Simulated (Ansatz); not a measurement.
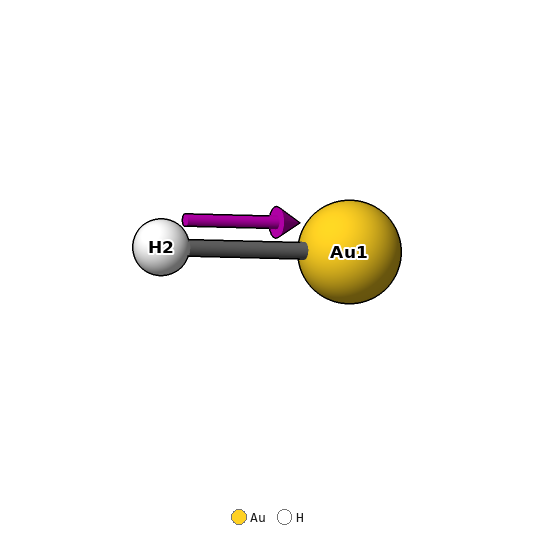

The arrows show one normal mode. The species is neutral and a spin singlet. Harmonic vibrations computed with RKS PBE0-D4/def2-TZVP, core potentials on Au (Ansatz 0.2.0) at a stationary point of the same level.

**Describe the motion.**

Mostly Au–H stretching.

**At what wavenumber does it lie?**

2249 cm⁻¹; it is mode 1 of 1 counted from the lowest.
